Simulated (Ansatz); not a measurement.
C₂H₇BF₂O: several calculations on one system

## 1. Relaxation

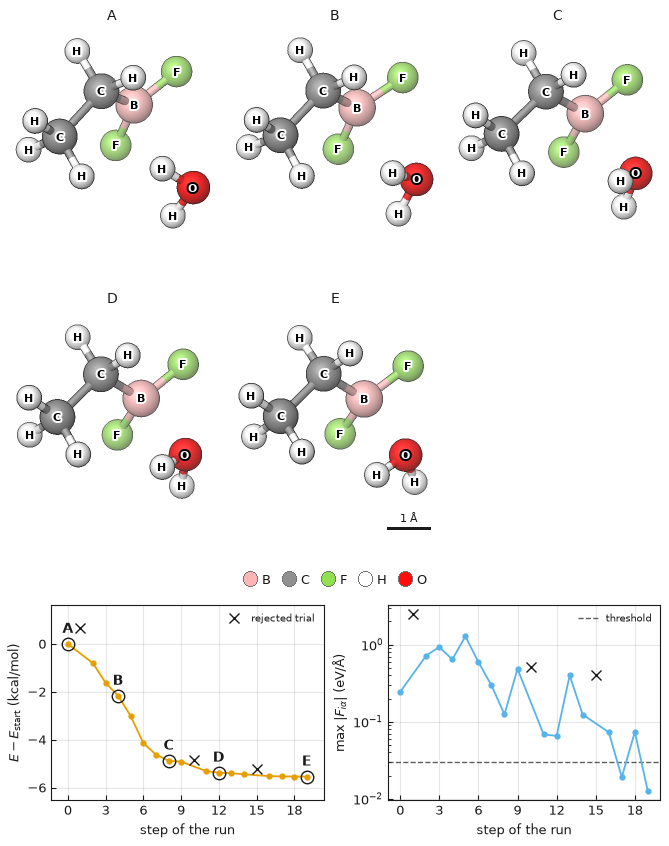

Frames of a relaxation of C$_{2}$H$_{7}$BF$_{2}$O, marked on the history of the run. A ball-and-stick model, seen at a tilt.

The run prepares an end point of a later path (reaction) calculation, from a guessed geometry.

Computed with Ansatz, RKS PBE/def2-SVP.

Input file:
```yaml
crystal:
  periodic: [false, false, false]
  atoms:
    - { symbol: B, position_ang: [-0.960125, 0.71949, 0.784647] }
    - { symbol: C, position_ang: [0.02092, -0.530363, 0.812742] }
    - { symbol: C, position_ang: [0.188544, -1.335907, -0.482299] }
    - { symbol: F, position_ang: [-1.87944, 0.867174, -0.179494] }
    - { symbol: F, position_ang: [-1.024789, 1.575112, 1.803622] }
    - { symbol: H, position_ang: [1.129461, 0.99098, -0.641253] }
    - { symbol: O, position_ang: [0.949722, 1.924101, -0.860795] }
    - { symbol: H, position_ang: [-0.401993, -1.195017, 1.603958] }
    - { symbol: H, position_ang: [0.995919, -0.211722, 1.241887] }
    - { symbol: H, position_ang: [0.791023, -2.255115, -0.327989] }
    - { symbol: H, position_ang: [-0.797039, -1.637191, -0.897557] }
    - { symbol: H, position_ang: [0.699681, -0.757353, -1.284243] }
    - { symbol: H, position_ang: [0.288018, 1.845612, -1.573227] }
basis:
  gaussian: { orbitals: def2-SVP }
hamiltonian:
  xc: pbe
relax:
  f_tol: 0.03
  max_steps: 50
output:
  orbitals: {}
```

Launched with:
```bash
ansatz run input.yaml --threads 4 --pin off --max-ram 5120MiB --backend cpu --events-out ev --progress --plain --runs-dir out
```

What happens along the run?

Answer. Over 16 accepted moves (19 points after the start) the energy falls by 5.54 kcal/mol. Largest force component: 0.24 eV/Å at the start, 0.012 eV/Å at the end. The line search rejected the trial steps at points 1, 10, 15 of the run. The forces were under the threshold at step 17, but the run went on from there. The atom that moves furthest after the best rigid fit is H13 (0.77 Å). Largest moves by element: H 0.77 Å, O 0.54 Å, F 0.41 Å, B 0.40 Å, C 0.15 Å. Near-neighbour distances that change, for instance: B1–O7 2.794 → 1.860 Å, B1–F4 1.340 → 1.379 Å, B1–F5 1.332 → 1.361 Å, H6–O7 0.975 → 0.980 Å. Bond angles that change, for instance: C2–B1–F4 121.5° → 118.1°, F4–B1–F5 116.5° → 113.7°, C2–B1–F5 121.4° → 119.1°. From step 0 to 4: O7 moves most (0.29 Å), energy −2.17 kcal/mol. From step 4 to 8: H13 moves most (0.32 Å), energy −2.71 kcal/mol. From step 8 to 12: H6 moves most (0.31 Å), energy −0.50 kcal/mol. From step 12 to 19: H6 moves most (0.32 Å), energy −0.16 kcal/mol.

```json
{"step": "0", "E − E(0), kcal/mol": "0.00", "largest force component, eV/Å": "0.2436", "note": ""}
{"step": "1", "E − E(0), kcal/mol": "0.65", "largest force component, eV/Å": "2.5253", "note": "rejected"}
{"step": "2", "E − E(0), kcal/mol": "-0.81", "largest force component, eV/Å": "0.7222", "note": ""}
{"step": "3", "E − E(0), kcal/mol": "-1.62", "largest force component, eV/Å": "0.9311", "note": ""}
{"step": "4", "E − E(0), kcal/mol": "-2.17", "largest force component, eV/Å": "0.6433", "note": ""}
{"step": "5", "E − E(0), kcal/mol": "-3.02", "largest force component, eV/Å": "1.2830", "note": ""}
{"step": "6", "E − E(0), kcal/mol": "-4.14", "largest force component, eV/Å": "0.5945", "note": ""}
{"step": "7", "E − E(0), kcal/mol": "-4.62", "largest force component, eV/Å": "0.2965", "note": ""}
{"step": "8", "E − E(0), kcal/mol": "-4.88", "largest force component, eV/Å": "0.1248", "note": ""}
{"step": "9", "E − E(0), kcal/mol": "-4.92", "largest force component, eV/Å": "0.4858", "note": ""}
{"step": "10", "E − E(0), kcal/mol": "-4.83", "largest force component, eV/Å": "0.5094", "note": "rejected"}
{"step": "11", "E − E(0), kcal/mol": "-5.31", "largest force component, eV/Å": "0.0687", "note": ""}
{"step": "12", "E − E(0), kcal/mol": "-5.38", "largest force component, eV/Å": "0.0653", "note": ""}
{"step": "13", "E − E(0), kcal/mol": "-5.39", "largest force component, eV/Å": "0.3978", "note": ""}
{"step": "14", "E − E(0), kcal/mol": "-5.44", "largest force component, eV/Å": "0.1239", "note": ""}
{"step": "15", "E − E(0), kcal/mol": "-5.21", "largest force component, eV/Å": "0.4092", "note": "rejected"}
{"step": "16", "E − E(0), kcal/mol": "-5.52", "largest force component, eV/Å": "0.0730", "note": ""}
{"step": "17", "E − E(0), kcal/mol": "-5.53", "largest force component, eV/Å": "0.0191", "note": ""}
{"step": "18", "E − E(0), kcal/mol": "-5.54", "largest force component, eV/Å": "0.0739", "note": ""}
{"step": "19", "E − E(0), kcal/mol": "-5.54", "largest force component, eV/Å": "0.0125", "note": ""}
```

## 2. Relaxation

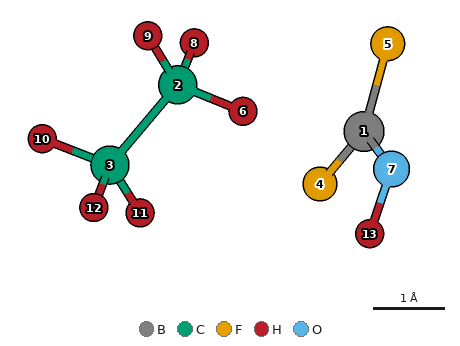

This is the input geometry for a relaxation of C₂H₇BF₂O. A ball-and-stick model, seen face on.

The run prepares an end point of a later path (reaction) calculation, from a guessed geometry.

Method: Ansatz, RKS PBE/def2-SVP.

Input
```yaml
crystal:
  periodic: [false, false, false]
  atoms:
    - { symbol: B, position_ang: [-1.017567, 1.71487, 0.286165] }
    - { symbol: C, position_ang: [0.638303, -0.651953, 0.603606] }
    - { symbol: C, position_ang: [0.365745, -1.626742, -0.544915] }
    - { symbol: F, position_ang: [-1.866372, 0.913726, -0.360731] }
    - { symbol: F, position_ang: [-1.170915, 1.930222, 1.586492] }
    - { symbol: H, position_ang: [0.773446, 0.365553, 0.23325] }
    - { symbol: O, position_ang: [0.016872, 2.415861, -0.404508] }
    - { symbol: H, position_ang: [-0.184644, -0.658404, 1.346132] }
    - { symbol: H, position_ang: [1.568208, -0.910999, 1.149956] }
    - { symbol: H, position_ang: [0.266029, -2.671276, -0.184173] }
    - { symbol: H, position_ang: [-0.576308, -1.369146, -1.071955] }
    - { symbol: H, position_ang: [1.185327, -1.613416, -1.294106] }
    - { symbol: H, position_ang: [0.001775, 2.161505, -1.345213] }
basis:
  gaussian: { orbitals: def2-SVP }
hamiltonian:
  xc: pbe
relax:
  f_tol: 0.03
  max_steps: 50
```

Command:
```bash
ansatz run input.yaml --threads 4 --pin off --max-ram 5120MiB --backend cpu --events-out ev --progress --plain --runs-dir out
```

What does the optimiser find from here?

Answer. H13 moves most after the best rigid fit: 0.50 Å. Largest moves by element: H 0.50 Å, F 0.44 Å, O 0.40 Å, C 0.27 Å, B 0.23 Å. Some distances before and after: B1–O7 1.428 → 1.356 Å, C2–H6 1.091 → 1.110 Å, B1–F4 1.334 → 1.342 Å. Bond angles that change, for instance: B1–O7–H13 109.1° → 112.0°. After 14 accepted moves (15 points after the start) the energy has fallen by 0.167 eV. The largest force component goes from 1.7 to 0.0098 eV/Å. The line search rejected the trial step at point 11 of the run.

History of the run:

```
step  E − E(0), eV  largest force component, eV/Å      note
   0        0.0000                         1.7178          
   1       -0.1244                         1.0467          
   2       -0.1444                         0.3944          
   3       -0.1543                         0.3096          
   4       -0.1579                         0.1479          
   5       -0.1614                         0.1058          
   6       -0.1624                         0.0364          
   7       -0.1633                         0.0875          
   8       -0.1640                         0.0867          
   9       -0.1649                         0.1339          
  10       -0.1655                         0.1132          
  11       -0.1651                         0.2068  rejected
  12       -0.1666                         0.0683          
  13       -0.1671                         0.0724          
  14       -0.1672                         0.0530          
  15       -0.1674                         0.0098
```

The structure at the end:

```xyz
13

B    -1.1947    1.8157    0.1714
C     0.8891   -0.7489    0.5676
C     0.3183   -1.7278   -0.4580
F    -1.8389    1.0331   -0.7076
F    -1.5477    1.7483    1.4526
H     1.1807    0.2160    0.1021
O    -0.2147    2.6725   -0.2072
H     0.1557   -0.5170    1.3677
H     1.7953   -1.1507    1.0657
H     0.0354   -2.6923    0.0114
H    -0.5912   -1.3177   -0.9420
H     1.0503   -1.9559   -1.2603
H    -0.0378    2.6245   -1.1635
```

The end point in the same view:

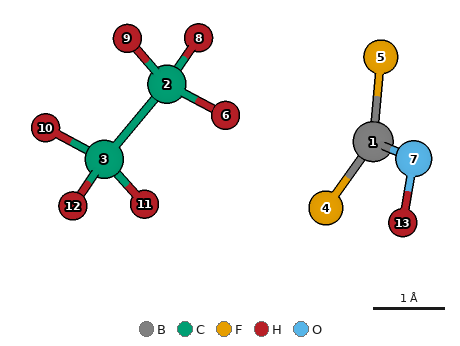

Limits of the set-up: the start holds two separate molecules, 2.2 Å apart at their closest, whose relative position is a soft coordinate and is computed without a dispersion correction.

## 3. Path

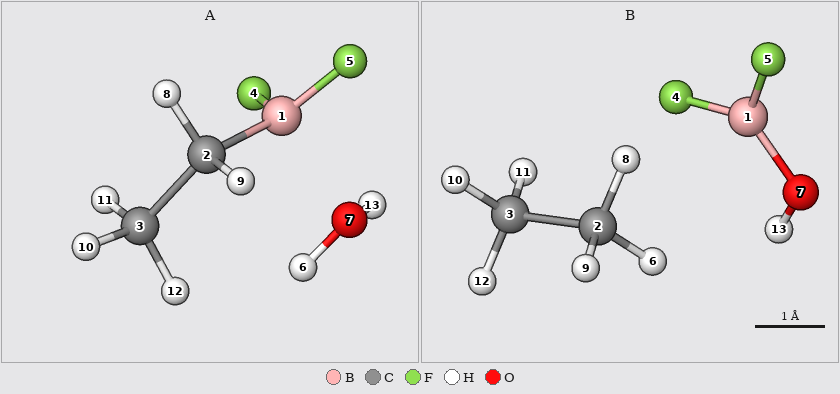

The two relaxed end points of a path for C2H7BF2O. The picture is a ball-and-stick view, seen at a tilt.

All numbers below come from Ansatz 0.2.0, RKS PBE/def2-SVP.

Set-up: 7 movable images; climbing image; force threshold 0.05 eV/Å; iteration limit 60.

Start:
```xyz
13

B    -0.6532    0.8430    0.5507
C     0.0418   -0.5660    0.8135
C     0.2715   -1.4378   -0.4277
F    -1.7263    0.8858   -0.3151
F    -0.7377    1.7393    1.5718
H     0.8507    1.0349   -1.1850
O     0.5751    1.7178   -0.5381
H    -0.6285   -1.1060    1.5203
H     0.9899   -0.4172    1.3745
H     0.6862   -2.4369   -0.1809
H    -0.6708   -1.5975   -0.9910
H     0.9997   -0.9847   -1.1423
H     0.0015    2.3252   -1.0508
```

End:
```xyz
13

B    -1.1966    1.8093    0.2193
C     0.9060   -0.7509    0.5376
C     0.3128   -1.7220   -0.4827
F    -1.8600    1.0327   -0.6506
F    -1.5166    1.7283    1.5083
H     1.1821    0.2196    0.0742
O    -0.2296    2.6735   -0.1757
H     0.1923   -0.5295    1.3582
H     1.8260   -1.1540    1.0086
H     0.0454   -2.6922   -0.0157
H    -0.6101   -1.3109   -0.9394
H     1.0251   -1.9396   -1.3055
H    -0.0769    2.6354   -1.1366
```

> Predict the minimum-energy path and its barrier.

The highest point, image 3, lies 99.1 kJ/mol above the start and 201.0 kJ/mol above the end; the end is at −101.9 kJ/mol relative to the start. Breaking: B1–C2 (1.59 → 1.80 at the top → 3.33 Å), H6–O7 (0.98 → 1.25 at the top → 2.84 Å). Forming: B1–O7 (1.86 → 1.57 at the top → 1.36 Å), C2–H6 (2.69 → 1.42 at the top → 1.11 Å). The band converged in 11 iterations, with a climbing image at the top. At the top, the vibrational analysis gives one imaginary mode (1199i cm⁻¹), as a transition state must have.

Energies of the converged images:

```tsv
image	path (Å)	E (kJ/mol)
0	0.00	0.0
1	0.75	1.8
2	1.50	18.0
3	2.25	99.1
4	2.86	-16.1
5	3.47	-81.1
6	4.09	-97.8
7	4.70	-101.5
8	5.31	-101.9
```

The geometry at the top of the path:

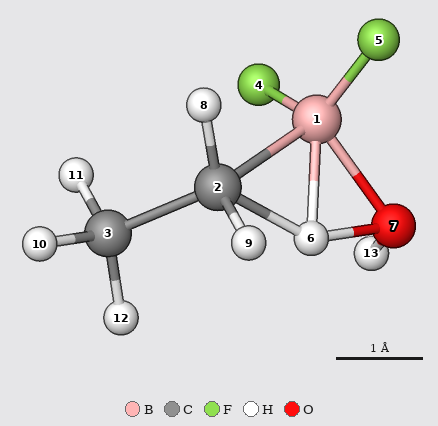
